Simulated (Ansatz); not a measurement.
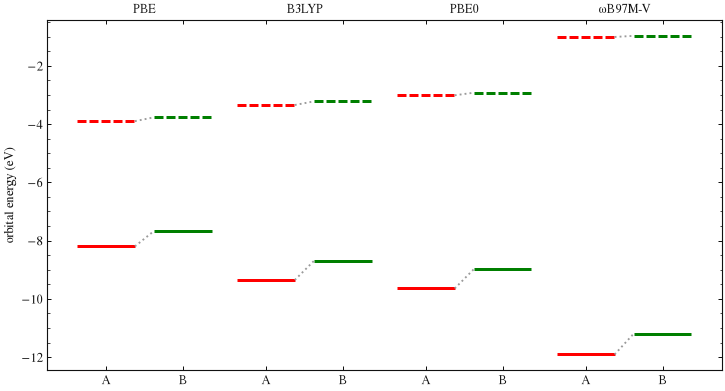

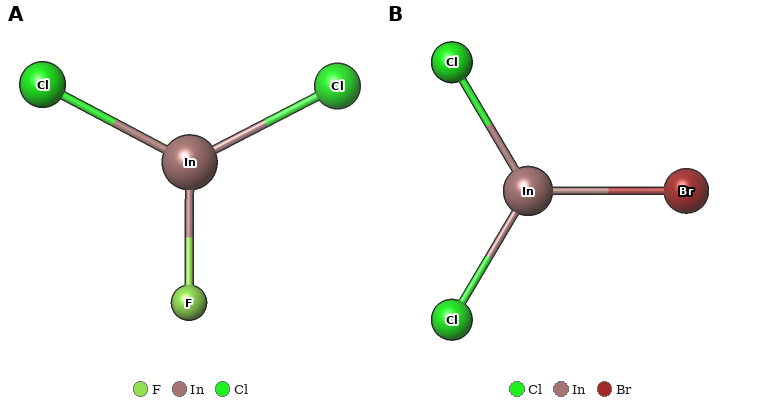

One change: A, InCl₂F (SMILES [F][In]([Cl])[Cl]), becomes B, InBrCl₂ (SMILES [Cl][In]([Cl])[Br]). F on In is replaced by Br. HOMO (solid) and LUMO (dashed) computed in def2-TZVPP at PBE0-D4/def2-TZVP geometries, both minima by their frequencies, gas phase, the Ansatz code 0.2.0.

What does the change do to HOMO and LUMO?

PBE: the HOMO rises by 0.53 eV, the LUMO rises by 0.13 eV, and the separation goes from 4.30 to 3.90 eV. B3LYP: the HOMO rises by 0.66 eV, the LUMO rises by 0.12 eV, and the separation goes from 6.01 to 5.47 eV. PBE0: the HOMO rises by 0.67 eV, the LUMO rises by 0.09 eV, and the separation goes from 6.63 to 6.06 eV. ωB97M-V: the HOMO rises by 0.72 eV, the LUMO rises by 0.04 eV, and the separation goes from 10.90 to 10.22 eV.

Do the functionals agree on the effect?

They agree on the direction for both levels; the HOMO shift lies between 0.53 and 0.72 eV and the LUMO shift between 0.04 and 0.13 eV, while the separations themselves differ by up to 6.6 eV between functionals.

Note: core potentials past krypton; spin-orbit coupling is left out, and with In it can shift these values.
